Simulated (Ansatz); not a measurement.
**[Cu(SiH3)2]- (CuSi2H6−): single points with varied inputs**

Aim: run [Cu(SiH3)2]- (CuSi2H6−) under a spread of inputs, and see what each costs and gives.

The runs use Ansatz 0.2.0, Gaussian basis; the settings change from run to run.

### 1 The molecule

The geometry comes from an earlier relaxation with PBE0-D4/def2-SVPD; it is a stationary point, not always the lowest conformer.

9 atoms, charge -1, spin multiplicity 1.

Atoms are counted from 1 here; the program's logs count them from 0.

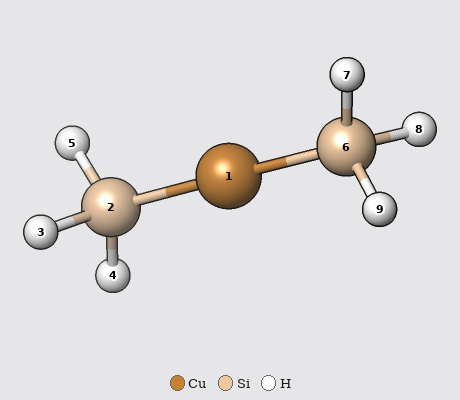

The structure; copper orange, silicon light orange, hydrogen white; atoms are numbered from 1 in the order of the file.

### 2 B97/def2-mTZVP

Set apart from the defaults: atoms shaken by 0.03 Å, high accuracy.

in.yaml reads:

```yaml
crystal:
  periodic: [false, false, false]
  atoms:
    - {symbol: Cu, position_ang: [0.017554, 0.026703, 0.001410]}
    - {symbol: Si, position_ang: [-0.008540, -0.001959, 2.321052]}
    - {symbol: H, position_ang: [0.843820, -1.063327, 2.996903]}
    - {symbol: H, position_ang: [-1.342805, -0.280632, 3.040388]}
    - {symbol: H, position_ang: [0.420499, 1.243419, 3.065567]}
    - {symbol: Si, position_ang: [0.049131, 0.067759, -2.316488]}
    - {symbol: H, position_ang: [1.296568, 0.408690, -3.084292]}
    - {symbol: H, position_ang: [-0.945347, 0.917345, -3.040008]}
    - {symbol: H, position_ang: [-0.330289, -1.263168, -3.057702]}
basis:
  gaussian: {orbitals: def2-mTZVP}
total_charge: -1
hamiltonian: {xc: {name: B97}}
accuracy: high
scf: {omitted_lower_state_checks: [starts]}
```

The run is started by

```
ansatz run in.yaml --threads 4 --pin off --events-out ev --progress --plain --max-ram 3916MiB
```

Log:

```text
Functional definition: B97
  name "B97"
  cite "Becke, J. Chem. Phys. 107, 8554 (1997) doi:10.1063/1.475007"
  parameter cx = 0.1943
  parameter cx0 = 0.8094
  parameter cx1 = 0.5073
  parameter cx2 = 0.7481
  parameter css0 = 0.1737
  parameter css1 = 2.3487
  parameter css2 = -2.4868
  parameter cos0 = 0.9454
  parameter cos1 = 0.7471
  parameter cos2 = -4.5961
  exchange = spin_sum(e_x_unif_s*poly(b97_u_x, cx0, cx1, cx2)) + cx*exact_x
  correlation = spin_sum(e_c_pw_same_spin*poly(b97_u_same, css0, css1, css2))
      + integral(e_c_pw_opposite_spin*poly(b97_u_opposite, cos0, cos1, cos2))
these checks for a lower state are left out or cut short: starts
1956 factors; integrals over basis functions are off by at most 7.2e-9 eV
mean field evaluation 1: about -60479.6509 eV, gradient 1.1e2 eV
mean field evaluation 2: about -60442.2743 eV, gradient 2.5e2 eV
mean field evaluation 4: about -60490.8554 eV, gradient 9.6e0 eV
mean field evaluation 8: about -60491.1289 eV, gradient 1.3e-1 eV
mean field evaluation 16: about -60491.1290 eV, gradient 2.0e-5 eV
mean field -60491.12897954 eV, -2223.0079876381 hartree, gradient 2.5e-8 eV, S^2 0.000000; 0 other end points of the search recorded, 0 dependent functions left out
reference -60491.12898247 eV, -2223.0079877460 hartree; 32, 32 occupied and 63, 63 virtual orbitals, 1956 factors
Total energy: -60491.12898247 eV, -2223.0079877460 hartree
Checks for a lower state left out: starts
```

Wall time 11 s (4 threads of Arm Neoverse V1, shared host); peak memory 0.62 GiB.

### 3 PBE0/def2-TZVP

Set apart from the defaults: D4 dispersion.

in.yaml reads:

```yaml
crystal:
  periodic: [false, false, false]
  atoms:
    - {symbol: Cu, position_ang: [0.006553, 0.017275, 0.000149]}
    - {symbol: Si, position_ang: [-0.000054, -0.011494, 2.328746]}
    - {symbol: H, position_ang: [0.874660, -1.051636, 3.018383]}
    - {symbol: H, position_ang: [-1.332190, -0.271644, 3.021793]}
    - {symbol: H, position_ang: [0.446972, 1.250374, 3.057083]}
    - {symbol: Si, position_ang: [0.002855, 0.019083, -2.328701]}
    - {symbol: H, position_ang: [1.301552, 0.382486, -3.038510]}
    - {symbol: H, position_ang: [-0.967597, 0.959593, -3.033125]}
    - {symbol: H, position_ang: [-0.332750, -1.294025, -3.025810]}
basis:
  gaussian: {orbitals: def2-TZVP}
total_charge: -1
hamiltonian: {xc: {name: PBE0}, dispersion: d4}
scf: {omitted_lower_state_checks: [starts]}
```

The command is unchanged.

Log (excerpt; [...] marks lines left out):

```text
Functional definition: PBE0
  name "PBE0"
  cite "Adamo & Barone, J. Chem. Phys. 110, 6158 (1999) doi:10.1063/1.478522"
  cite "Perdew, Burke & Ernzerhof, Phys. Rev. Lett. 77, 3865 (1996) doi:10.1103/PhysRevLett.77.3865"
  parent pbe
[...]
1342 factors; their error is unknown
[...]
mean field -60482.79124070 eV, -2222.7015813872 hartree, gradient 2.0e-5 eV, S^2 0.000000; 0 other end points of the search recorded, 0 dependent functions left out
reference -60482.79128091 eV, -2222.7015828649 hartree; 32, 32 occupied and 123, 123 virtual orbitals, 1342 factors
Total energy: -60482.97018573 eV, -2222.7081574961 hartree
Checks for a lower state left out: starts
```

Run time: 1.6 s. Hardware: 4 threads of Arm Neoverse V1, shared host.

### 4 PBEsol/aug-cc-pVDZ

Options: charge 0, multiplicity 2, atoms shaken by 0.03 Å, finite nuclei, relativity set to scalar.

in.yaml reads:

```yaml
crystal:
  periodic: [false, false, false]
  atoms:
    - {symbol: Cu, position_ang: [0.021514, 0.038230, -0.007913]}
    - {symbol: Si, position_ang: [-0.031562, 0.025469, 2.335938]}
    - {symbol: H, position_ang: [0.881776, -1.066906, 3.021679]}
    - {symbol: H, position_ang: [-1.358038, -0.265125, 3.023224]}
    - {symbol: H, position_ang: [0.474710, 1.245768, 3.053512]}
    - {symbol: Si, position_ang: [-0.009241, -0.006327, -2.295169]}
    - {symbol: H, position_ang: [1.321918, 0.343551, -3.048879]}
    - {symbol: H, position_ang: [-0.982326, 0.901714, -3.073437]}
    - {symbol: H, position_ang: [-0.319606, -1.288548, -3.009957]}
basis:
  gaussian: {orbitals: aug-cc-pVDZ, nuclear_model: gaussian}
magnetization: {spin_polarized: true, initial_magnetization: 1}
hamiltonian: {xc: {name: PBEsol}, pseudopotentials: {relativity: scalar}}
scf: {omitted_lower_state_checks: [starts]}
output: {forces: true}
```

The command is unchanged.

Log (excerpt; [...] marks lines left out):

```text
Functional definition: PBEsol
  name "PBEsol"
  cite "Perdew et al., Phys. Rev. Lett. 100, 136406 (2008) doi:10.1103/PhysRevLett.100.136406"
  cite "Perdew, Burke & Ernzerhof, Phys. Rev. Lett. 77, 3865 (1996) doi:10.1103/PhysRevLett.77.3865"
  parent pbesol
[...]
1630 factors; their error is unknown
[...]
mean field -60753.45948935 eV, -2232.6484560597 hartree, gradient 1.2e-5 eV, S^2 0.752670; 0 other end points of the search recorded, 0 dependent functions left out
[...]
reference -60753.45960343 eV, -2232.6484602519 hartree; 32, 31 occupied and 135, 136 virtual orbitals, 1630 factors
Total energy: -60753.45960343 eV, -2232.6484602519 hartree
Relativity: scalar
Atom 0 at     0.021514     0.038230    -0.007913 Å, force     0.198135     0.078442     0.183453 eV/Å
Atom 1 at    -0.031562     0.025469     2.335938 Å, force     0.336262    -0.943066     1.136527 eV/Å
Atom 2 at     0.881776    -1.066906     3.021679 Å, force    -0.344709     0.377473    -0.809678 eV/Å
Atom 3 at    -1.358038    -0.265125     3.023224 Å, force    -0.144466     0.064049    -0.433421 eV/Å
Atom 4 at     0.474710     1.245768     3.053512 Å, force     0.059949     0.462854    -0.330309 eV/Å
Atom 5 at    -0.009241    -0.006327    -2.295169 Å, force     0.294317     0.479400    -1.621391 eV/Å
Atom 6 at     1.321918     0.343551    -3.048879 Å, force    -0.292244    -0.011431     0.829877 eV/Å
Atom 7 at    -0.982326     0.901714    -3.073437 Å, force     0.028207     0.068151     0.662156 eV/Å
Atom 8 at    -0.319606    -1.288548    -3.009957 Å, force    -0.135452    -0.575871     0.382786 eV/Å
Dipole moment:    -0.005200     0.025750     0.084521 e Å
Checks for a lower state left out: starts
```

Wall time 7 s (4 threads of Arm Neoverse V1, shared host).

Largest force 1.716 eV/Å, dipole 0.43 D, ⟨S²⟩ 0.753.

### 5 wB97X-V/def2-TZVPD

Set apart from the defaults: atoms shaken by 0.08 Å.

in.yaml reads:

```yaml
crystal:
  periodic: [false, false, false]
  atoms:
    - {symbol: Cu, position_ang: [0.046741, -0.011588, 0.009046]}
    - {symbol: Si, position_ang: [-0.011434, 0.093061, 2.325449]}
    - {symbol: H, position_ang: [0.895017, -1.116470, 3.035022]}
    - {symbol: H, position_ang: [-1.373700, -0.175229, 3.089523]}
    - {symbol: H, position_ang: [0.641874, 1.360041, 3.159717]}
    - {symbol: Si, position_ang: [-0.006886, 0.135273, -2.304056]}
    - {symbol: H, position_ang: [1.287982, 0.361641, -3.099137]}
    - {symbol: H, position_ang: [-1.075837, 0.995988, -2.951964]}
    - {symbol: H, position_ang: [-0.307624, -1.207740, -2.959906]}
basis:
  gaussian: {orbitals: def2-TZVPD}
total_charge: -1
hamiltonian: {xc: {name: wB97X-V}}
scf: {omitted_lower_state_checks: [starts]}
output: {forces: true}
```

Same command.

Log (excerpt; [...] marks lines left out):

```text
Functional definition: wB97X-V
  name "wB97X-V"
  cite "Mardirossian & Head-Gordon, Phys. Chem. Chem. Phys. 16, 9904 (2014) doi:10.1039/C3CP54374A"
  cite "Becke, J. Chem. Phys. 107, 8554 (1997) doi:10.1063/1.475007"
  cite "Vydrov & Van Voorhis, J. Chem. Phys. 133, 244103 (2010) doi:10.1063/1.3521275"
[...]
      + integral(e_c_pw_opposite_spin*poly(b97_u_opposite, cos0, cos1)) + vv10(b, c)
[...]
1412 factors; their error is unknown
434 factors; integrals over basis functions are off by at most 1.5e-5 eV
[...]
mean field -60488.96855912 eV, -2222.9285936522 hartree, gradient 4.1e-5 eV, S^2 0.000000; 0 other end points of the search recorded, 0 dependent functions left out
[...]
reference -60488.96855593 eV, -2222.9285935350 hartree; 32, 32 occupied and 156, 156 virtual orbitals, 1412 factors
Total energy: -60488.96855593 eV, -2222.9285935350 hartree
Atom 0 at     0.046741    -0.011588     0.009046 Å, force    -0.053969     0.413789     0.041480 eV/Å
Atom 1 at    -0.011434     0.093061     2.325449 Å, force     0.904011    -0.560580     2.028669 eV/Å
Atom 2 at     0.895017    -1.116470     3.035022 Å, force    -0.924224     1.223740    -0.656423 eV/Å
Atom 3 at    -1.373700    -0.175229     3.089523 Å, force     0.871326     0.330315    -0.414625 eV/Å
Atom 4 at     0.641874     1.360041     3.159717 Å, force    -0.795744    -1.201526    -0.829766 eV/Å
Atom 5 at    -0.006886     0.135273    -2.304056 Å, force     0.272262    -0.697732    -0.347651 eV/Å
Atom 6 at     1.287982     0.361641    -3.099137 Å, force    -0.367340     0.344652     0.178784 eV/Å
Atom 7 at    -1.075837     0.995988    -2.951964 Å, force     0.265993     0.052987    -0.064196 eV/Å
Atom 8 at    -0.307624    -1.207740    -2.959906 Å, force    -0.172315     0.094354     0.063728 eV/Å
Dipole moment:    -0.041398     0.025953    -0.138998 e Å
Checks for a lower state left out: starts
```

Wall time 10 s (4 threads of Arm Neoverse V1, shared host); peak memory 0.75 GiB.

Largest force 2.291 eV/Å.

### 6 All runs side by side

| level | charge | multiplicity | geometry | functions | energy (eV) | time |
| --- | --- | --- | --- | --- | --- | --- |
| B97/def2-mTZVP | -1 | 1 | shaken | 95 | -60491.129 | 11 s |
| PBE0/def2-TZVP | -1 | 1 | relaxed | 155 | -60482.970 | 1.6 s |
| PBEsol/aug-cc-pVDZ | 0 | 2 | shaken | 167 | -60753.460 | 7 s |
| wB97X-V/def2-TZVPD | -1 | 1 | shaken | 188 | -60488.969 | 10 s |

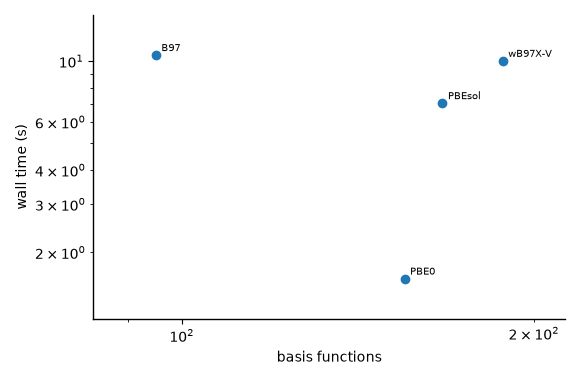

Wall time against the number of basis functions (shared host).

### 7 Outcome

| quantity | value |
| --- | --- |
| runs | 4 |
| quickest | PBE0/def2-TZVP, 1.6 s |
| slowest | B97/def2-mTZVP, 11 s |

In words: The runs differ in state or geometry as well as level, so their energies can't be set against each other. Run time spans a factor of 7, from PBE0/def2-TZVP to B97/def2-mTZVP. The jobs differ in tasks and options as well as level.
